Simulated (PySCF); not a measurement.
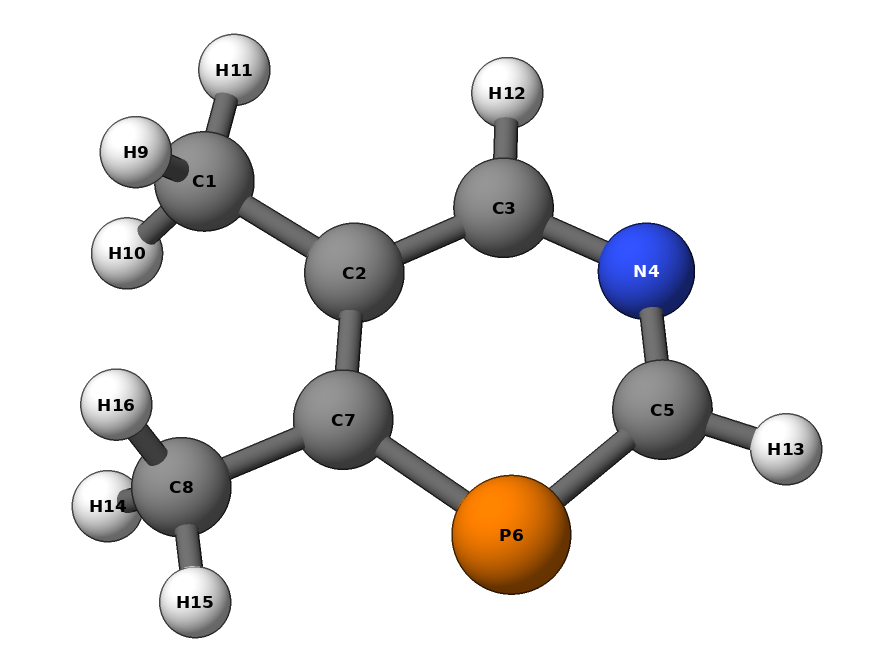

The computed structure is the end point of a GFN2-xTB optimisation. No frequency run is at hand to confirm it as a minimum. Method: GIAO PBE0/pcSseg-1 NMR shielding, non-relativistic, gas phase (PySCF 2.14.0). Principal shieldings σ11 ≤ σ22 ≤ σ33, span Ω = σ33 − σ11, skew κ = 3(σiso − σ22)/Ω.

Give the shielding tensors of the N atoms.

```csv
atom,σ11,σ22,σ33,σiso,Ω,κ
N4,−461.5,−174.8,313.5,−107.6,775.0,0.26
```

Shieldings and span in ppm.

The geometry is semi-empirical. Around P such bond lengths and angles can be off by a tenth of an ångström or more and by several degrees, and values that hang on the shape move with them.
